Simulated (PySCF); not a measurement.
**H₆N₂Si, SMILES `N[SiH2]N`: what the electrons do**

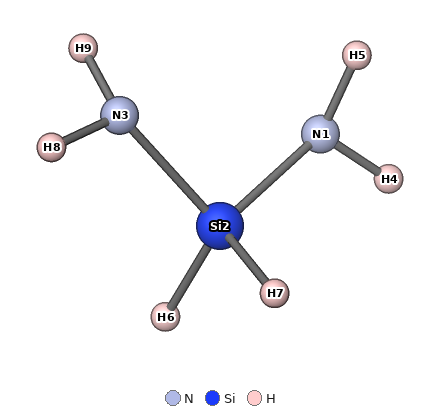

The molecule, with its atoms numbered as below. No frequency check shows the geometry to be a minimum.

Cartesian coordinates (Å):

```
N1      -1.3499   -0.5323   -0.0448
Si2      0.0000    0.5400    0.0000
N3       1.3498   -0.5324    0.0448
H4      -2.2698   -0.1258   -0.0809
H5      -1.3480   -1.3061    0.6007
H6      -0.1699    1.3787   -1.1937
H7       0.1700    1.3788    1.1934
H8       2.2698   -0.1258    0.0808
H9       1.3479   -1.3062   -0.6006
```

## 1. Bonding charge

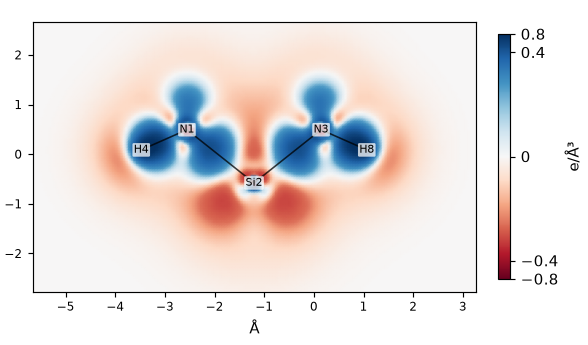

Deformation density (molecule less spherical, spin-averaged free atoms) in the plane of N1, Si2, N3, H4 and H8; colour scale in e/Å³, logarithmic beyond ±0.1; blue: gain, red: loss.

Level of theory: ωB97X/def2-TZVP (PySCF), at a geometry from GFN2-xTB.

> How much density has each bond in this plane gained at its critical point, relative to the free atoms?

N1–H4 and N3–H8: +0.84 e/Å³ at the bond critical point (bond length 1.01 Å, Mayer order 0.9). Si2–N3: +0.16 e/Å³ at the bond critical point (bond length 1.72 Å, Mayer order 1.1). N1–Si2: +0.16 e/Å³ at the bond critical point (bond length 1.73 Å, Mayer order 1.1). In all, 2.2 electrons gather in the regions of gain relative to the promolecule.

> Where do the Hirshfeld charges lie?

The highest Hirshfeld charge is on Si2 (+0.40 e), the lowest on N1 and N3 (−0.34 e).

```
atom  charge (e)
  N1       −0.34
 Si2       +0.40
  N3       −0.34
  H4       +0.12
  H5       +0.12
  H6       −0.10
  H7       −0.10
  H8       +0.12
  H9       +0.12
```

## 2. Local ionisation energy

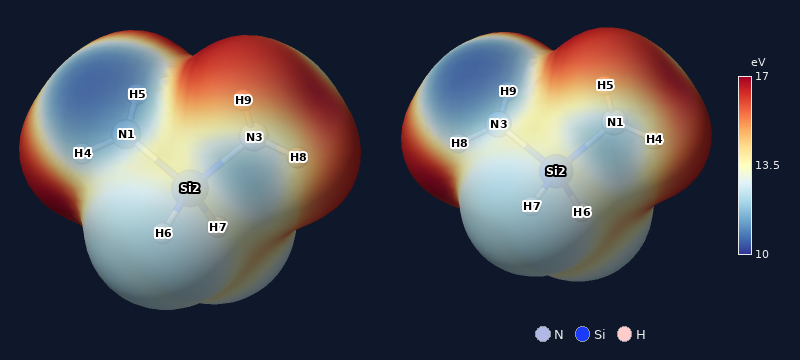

Average local ionisation energy on the surface of electron density 0.001 a.u. (back view left, front view right).

> Where are the most loosely bound electrons on this surface?

The lowest value is 10.6 eV, 2.1 Å from N3, and at like points elsewhere. Further minima include 11.9 eV, near H4 (1.94 Å), H5 (2.05 Å) and N1 (2.06 Å); 12.0 eV, 1.5 Å from H7, and at like points elsewhere. For comparison, the highest occupied orbital lies at −9.8 eV.

## 3. In an electric field

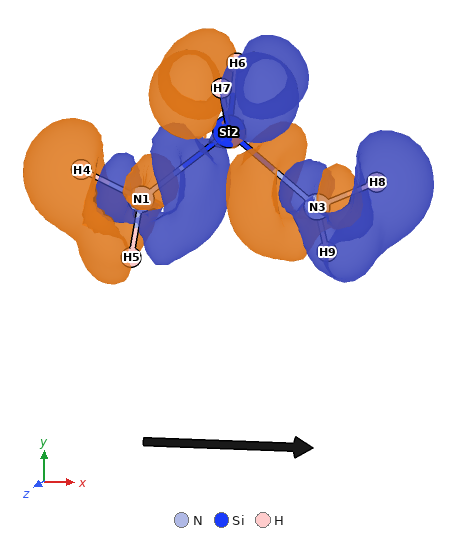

Change of the electron density in a uniform field of 0.21 V/Å along +x (arrow), surfaces at ±0.0015 e/Å³ (orange: gain, blue: loss).

Level of theory: ωB97X/def2-TZVP (PySCF), at a geometry from GFN2-xTB. A basis without diffuse functions makes polarisabilities too small.

> How large is the response?

The induced dipole is 0.43 D (along the field); α along this axis, from the fields in both directions, is 42 bohr³ (6.3 Å³).

> Which atoms gain and lose the most charge?

Electrons gather most on H4 (Hirshfeld charge changes by −0.008 e) and leave H8 most (+0.008 e); 0.043 electrons are displaced in all.

## 4. Removing or adding an electron

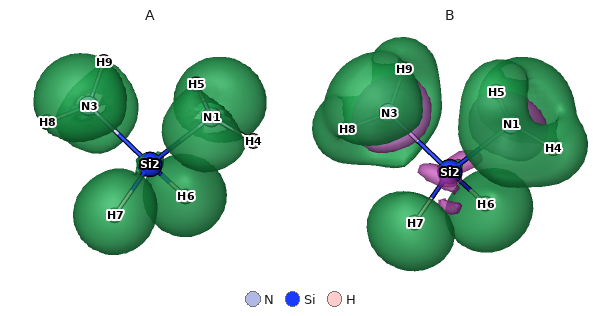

The Fukui function f⁻ from two separate SCF calculations and the density of the HOMO, at ±0.015 e/Å³ (green positive, purple negative).

> Which panel is which, and how good is the frozen-orbital picture?

B is f⁻ (it has negative regions), A the HOMO density. The HOMO lies on N1 and N3 (27 % each), Si2 (17 %) and H6 and H7 (10 % each); f⁻ (Hirshfeld-condensed) is largest on N1 and N3 (0.17 each), Si2 (0.15) and H6 and H7 (0.12 each); the vertical ionisation energy is 9.88 eV (the stability of the cation's solution wasn't checked). Relaxation shifts 20 % of the electron between atoms. The orbital energy is −9.79 eV.
